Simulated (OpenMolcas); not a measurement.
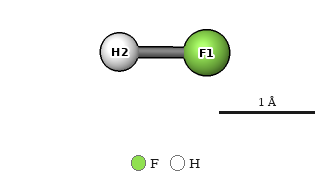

**Figure 1.** The starting structure (ball-and-stick view, seen on its broad side; atoms are numbered from 1 in the order of the input). Bond lengths as drawn: F–H 0.92 Å.

HF: geometry relaxation (part 1 of 4)

HF, SMILES F, computed with HF/3-21G, RHF (OpenMolcas 26.06).

The geometry comes from this level: PBE0-D4/def2-TZVP.

### Input file
```
* FH Hartree-Fock

&GATEWAY
 BasLib=$CurrDir
 Coord
 2
 angstrom
 F       -0.390000       0.144600      -0.196400
 H        0.390000      -0.144600       0.196400
 Basis=3-21G
 Group=NoSym
>>> EXPORT MOLCAS_MAXITER=50
>>> Do While

&SEWARD

&SCF
 PrOrbitals=0

&SLAPAF
>>> EndDo
>>> COPY $Project.Opt.xyz $CurrDir/final.xyz
>>> COPY $Project.slapaf.h5 $CurrDir/final.slapaf.h5

&MCKINLEY

&MCLR
 Thermochemistry
 1
 1.0
 298.15
 End of PT
```

Hardware: 1 thread of Intel Xeon (Granite Rapids), 64 GiB of memory available, shared host.

Launch command:
```bash
export MOLCAS_MEM=1860
pymolcas calc.inp > calc.log
```

### Log
```
--- Start Module: gateway ---

                                              &GATEWAY

                       available to each process: 1.9 GB of memory, 1 thread

 Basis Set     1 Label: F.3-21G
 Basis set is read from library:.
 basistype.tbl is not found

 Basis Set     2 Label: H.3-21G
 Basis set is read from library:.
 basistype.tbl is not found

++    Symmetry information:
      ---------------------

                    Character Table for C1

                             E
                    a        1  x, y, xy, Rz, z, xz, Ry, yz, Rx, I
--

++    Basis set information:
      ----------------------

      Basis set label: F.3-21G.........

      Electronic valence basis set:
      ------------------
      Associated Effective Charge   9.000000 au
      Associated Actual Charge      9.000000 au
      Nuclear Model: Point charge

      Shell  nPrim  nBasis  Cartesian Spherical Contaminant
         s       6       3        X
         p       3       2        X

      Basis set label: H.3-21G.........

      Electronic valence basis set:
      ------------------
      Associated Effective Charge   1.000000 au
      Associated Actual Charge      1.000000 au
      Nuclear Model: Point charge

      Shell  nPrim  nBasis  Cartesian Spherical Contaminant
         s       3       2        X
--

++    Molecular structure info:
      -------------------------

                    ************************************************
                    **** Cartesian Coordinates / bohr, angstrom ****
                    ************************************************

     Center  Label                x              y              z                     x              y              z
        1      F1              -0.736993       0.273254      -0.371142             -0.390000       0.144600      -0.196400
        2      H2               0.736993      -0.273254       0.371142              0.390000      -0.144600       0.196400
--

            Nuclear Potential Energy              5.17695231 au

--- Stop Module: gateway /rc=_RC_ALL_IS_WELL_ ---

>>> EXPORT MOLCAS_MAXITER = 50

--- Start Module: seward ---

                                              &SEWARD

                       available to each process: 1.9 GB of memory, 1 thread

               SEWARD will generate:
                  Multipole Moment integrals up to order  2
                  Kinetic Energy integrals
                  Nuclear Attraction integrals (point charge)
                  One-Electron Hamiltonian integrals
                  Velocity integrals
                  Orbital angular momentum around ( -0.6627   0.2457  -0.3337 )
                  Velocity quadrupole around ( -0.6627   0.2457  -0.3337 )
                  Two-Electron Repulsion integrals

                   Integrals are discarded if absolute value <: 1.00E-14
                   Integral cutoff threshold is set to       <: 1.00E-16

            Nuclear Potential Energy              5.17695231 au

      Basis set specifications :
      Symmetry species         a
      Basis functions           11

--- Stop Module: seward /rc=_RC_ALL_IS_WELL_ ---

--- Start Module: scf ---

                                                &SCF

                       available to each process: 1.9 GB of memory, 1 thread

++    Input section:
      --------------

      Header of the integral files:

      Cartesian coordinates in angstrom:
      -----------------------------------------------------
      No.  Label        X            Y            Z
      -----------------------------------------------------
       1   F1        -0.39000000   0.14460000  -0.19640000
       2   H2         0.39000000  -0.14460000   0.19640000
      -----------------------------------------------------
      Nuclear repulsion energy =    5.17695231
--

++    Orbital specifications:
      -----------------------

      Symmetry species               1
                                     a
      Frozen orbitals                0
      Occupied orbitals              5
      Secondary orbitals             6
      Deleted orbitals               0
      Total number of orbitals      11
      Number of basis functions     11
--

      Molecular charge                           0.000

++    Optimization specifications:
      ----------------------------

      SCF Algorithm: Conventional
      Minimized density differences are used
      Number of density matrices in core                 5
      Maximum number of NDDO SCF iterations            400
      Maximum number of HF SCF iterations              400
      Threshold for SCF energy change             1.00E-09
      Threshold for density matrix                1.00E-04
      Threshold for Fock matrix                   1.50E-04
      Threshold for linear dependence             1.00E-09
      Threshold at which DIIS is turned on        1.50E-01
      Maximum depth in the DIIS procedure                5
      Maximum depth in the BFGS Hessian update          30
      Threshold at which QNR/C2DIIS is turned on  7.50E-02
      Threshold for Norm(delta) (QNR/C2DIIS)      1.00E-03
      All orbitals punched on: SCFORB
--

      Input vectors read from INPORB
      Orbital file label: *Guess orbitals

++ Convergence information
                                   SCF        iterations: Energy and convergence statistics

Iter     Tot. SCF        One-elec.       Two-elec.     Energy      Max Dij or  Max Fij      DNorm      TNorm      AccCon     Time
         Energy          Energy          Energy        Change      Delta Norm                                                in Sec.
   1   -99.398779844  -150.715846780    46.140114626   0.00E+00    1.66E-01*   1.70E-01*    3.81E+00   3.19E+01   None         0.
   2   -99.456614186  -149.781328059    45.147761562  -5.78E-02*   3.29E-02*   3.29E-02*    6.17E-01   3.16E+01   EDIIS        0.
   3   -99.459372402  -150.289036515    45.652711802  -2.76E-03*   8.66E-03*   1.06E-02*    1.06E-01   3.18E+01   c2DIIS       0.
   4   -99.459870314  -150.122908048    45.486085425  -4.98E-04*   1.37E-03*   1.86E-03*    8.63E-03   3.17E+01   QNRc2DIIS    0.
   5   -99.459878668  -150.139690053    45.502859075  -8.35E-06*   4.96E-04    7.43E-04*    9.50E-04   3.18E+01   QNRc2DIIS    0.
   6   -99.459879562  -150.134219371    45.497387500  -8.93E-07*   5.43E-05    7.26E-05     1.62E-04   3.18E+01   QNRc2DIIS    0.
   7   -99.459879577  -150.134439075    45.497607187  -1.57E-08*   2.45E-05    1.39E-05     1.41E-05   3.18E+01   QNRc2DIIS    0.
   8   -99.459879579  -150.134416163    45.497584274  -1.19E-09*   2.36E-06    1.39E-06     4.31E-05   3.18E+01   QNRc2DIIS    0.
   9   -99.459879579  -150.134411140    45.497579252  -1.10E-11    3.71E-08    4.99E-08     1.79E-03   3.18E+01   QNRc2DIIS    0.

       Convergence after   9 Iterations
--

 *****************************************************************************************************************************
 *                                             SCF/KS-DFT Program, Final results                                             *
 *                                                       Final Results                                                       *
 *****************************************************************************************************************************

::    Total SCF energy                                -99.4598795787
      One-electron energy                            -150.1344111403
      Two-electron energy                              45.4975792519
      Nuclear repulsion energy                          5.1769523098
      Kinetic energy (interpolated)                    99.2749728483
      Virial theorem                                    1.0018625715
      Total spin, S(S+1)                                0.0000000000
      Total spin, S                                     0.0000000000
      Max non-diagonal density matrix element           0.0000000378
      Max non-diagonal Fock matrix element              0.0000000048

      No orbitals printed

++    Molecular charges:
      ------------------

      Mulliken charges per centre
      ---------------------------

                F1      H2
      Total    9.4529  0.5471

      N-E     -0.4529  0.4529

      Total electronic charge=   10.000000

      Total            charge=   -0.000000
--

++    Molecular properties:
      ---------------------

      Charge (e):
                      =   -0.0000
      Dipole Moment (debye):
      Origin of the operator (angstrom)=   -0.3507    0.1300   -0.1766
                   X=  1.8296E+00               Y= -6.7838E-01               Z=  9.2139E-01           Total=  2.1580E+00
      Quadrupole Moment (debye*angstrom):
      Origin of the operator (angstrom)=   -0.3507    0.1300   -0.1766
                  XX= -3.6936E+00              XY= -5.4254E-01              XZ=  7.3689E-01              YY= -4.9557E+00
                  YZ= -2.7322E-01              ZZ= -4.7857E+00
      In traceless form (debye*angstrom)
                  XX=  1.1772E+00              XY= -8.1381E-01              XZ=  1.1053E+00              YY= -7.1603E-01
                  YZ= -4.0983E-01              ZZ= -4.6113E-01
--

--- Stop Module: scf /rc=_RC_ALL_IS_WELL_ ---

--- Start Module: slapaf ---

                                              &SLAPAF

                       available to each process: 1.9 GB of memory, 1 thread

--- Stop Module: slapaf /rc=_RC_INVOKED_OTHER_MODULE_ ---

--- Start Module: alaska ---

                                              &ALASKA

                       available to each process: 1.9 GB of memory, 1 thread

                     Threshold for contributions to the gradient: 1.000E-07

                    ********************************************
                    * Symmetry Adapted Cartesian Displacements *
                    ********************************************

           Irreducible representation : a
           Basis function(s) of irrep: x, y, xy, Rz, z, xz, Ry, yz, Rx, I

 Basis Label        Type   Center Phase
   1   F1           x         1     1
   2   F1           y         1     1
   3   F1           z         1     1
   4   H2           x         2     1
   5   H2           y         2     1
   6   H2           z         2     1

                     No automatic utilization of translational and rotational invariance of the energy is employed.

 Conventional ERI gradients!

 **************************************************
 *              Molecular gradients               *
 **************************************************

  Irreducible representation: a
 ------------------------------------------------------------------------------------------
                              X                       Y                       Z
 ------------------------------------------------------------------------------------------
  F1                1.77625621879440E-02   -6.58581151891735E-03    8.94504413772901E-03
  H2               -1.77625621879440E-02    6.58581151891735E-03   -8.94504413772901E-03
 ------------------------------------------------------------------------------------------

--- Stop Module: alaska /rc=_RC_ALL_IS_WELL_ ---

--- Start Module: slapaf ---

                                              &SLAPAF

                       available to each process: 1.9 GB of memory, 1 thread

++       Slapaf input parameters:
         ------------------------

 Maximum number of iterations:                50
 Convergence test a la Schlegel.
 Convergence criterion on gradient/para.<=: 3.0E-04
 Convergence criterion on step/parameter<=: 3.0E-04
 Convergence criterion on energy change <=: 0.0E+00
 Parameters for step-restricted optimization
 Maximum step length (initial seed):       3.00E-01

 -RFO activated with parameters:
   Maximum number of data points used in RFO:      5
 Line search is performed

 -Optimization for minimum.
  Optimization method: RS-RFO.

 -Initial Hessian guessed by Hessian Model Function (HMF).
  HMF augmented with weak interactions.

 -Hessian update method: Broyden-Fletcher-Goldfarb-Shanno
  Maximum number of points in Hessian update:  5

 -Relaxation will be done on non-redundant internal coordinates, based on
  force constant weighted redundant internal coordinates.

--

 ******************************************
 * Statistics of the internal coordinates *
 ******************************************
 Translations and Rotations:         0
 Bonds                     :         1
 Angles                    :         0
 Torsions                  :         0
 Out-of-plane angles       :         0

**********************************************************************************************************************
*                                    Energy Statistics for Geometry Optimization                                     *
**********************************************************************************************************************
                       Energy     Grad      Grad              Step                 Estimated   Geom       Hessian
Iter      Energy       Change     Norm      Max    Element    Max     Element     Final Energy Update Update   Index
  1    -99.45987958  0.00000000 0.029628  0.020950 nrc001   0.026894  nrc001      -99.46016129 RS-RFO  None      0

       +----------------------------------+----------------------------------+
       +    Cartesian Displacements       +    Gradient in internals         +
       +  Value      Threshold Converged? +  Value      Threshold Converged? +
 +-----+----------------------------------+----------------------------------+
 + RMS + 1.3447E-02  1.2000E-03     No    + 2.9628E-02  3.0000E-04     No    +
 +-----+----------------------------------+----------------------------------+
 + Max + 1.3447E-02  1.8000E-03     No    + 2.0950E-02  4.5000E-04     No    +
 +-----+----------------------------------+----------------------------------+

 Convergence not reached yet!

*****************************************************************************************************************
*****************************************************************************************************************

++ Geometry section

********************************************************************************
  Geometrical information of the new structure
********************************************************************************

 *********************************************************
 * Nuclear coordinates for the next iteration / bohr     *
 *********************************************************
  ATOM              X               Y               Z
  F1              -0.748394        0.277482       -0.376884
  H2               0.748394       -0.277482        0.376884

 *********************************************************
 * Nuclear coordinates for the next iteration / angstrom *
 *********************************************************
  ATOM              X               Y               Z
  F1              -0.396033        0.146837       -0.199438
  H2               0.396033       -0.146837        0.199438

                    ***************************************
                    *    InterNuclear Distances / bohr    *
                    ***************************************

               1 F1            2 H2
    1 F1       0.000000
    2 H2       1.765369        0.000000

                    *******************************************
                    *    InterNuclear Distances / angstrom    *
                    *******************************************

               1 F1            2 H2
    1 F1       0.000000
    2 H2       0.934193        0.000000
--
--- Stop Module: slapaf /rc=_RC_CONTINUE_LOOP_ ---

>>> END DO

--- Start Module: seward ---
--- Stop Module: seward /rc=_RC_ALL_IS_WELL_ ---

--- Start Module: scf ---
--- Stop Module: scf /rc=_RC_ALL_IS_WELL_ ---

--- Start Module: slapaf ---
--- Stop Module: slapaf /rc=_RC_INVOKED_OTHER_MODULE_ ---

--- Start Module: alaska ---
--- Stop Module: alaska /rc=_RC_ALL_IS_WELL_ ---

--- Start Module: slapaf ---

**********************************************************************************************************************
*                                    Energy Statistics for Geometry Optimization                                     *
**********************************************************************************************************************
                       Energy     Grad      Grad              Step                 Estimated   Geom       Hessian
Iter      Energy       Change     Norm      Max    Element    Max     Element     Final Energy Update Update   Index
  1    -99.45987958  0.00000000 0.029628  0.020950 nrc001   0.026894  nrc001      -99.46016129 RS-RFO  None      0
  2    -99.46020756 -0.00032798 0.005254  0.003715 nrc001   0.006160  nrc001      -99.46021895 RS-RFO  BFGS      0
```
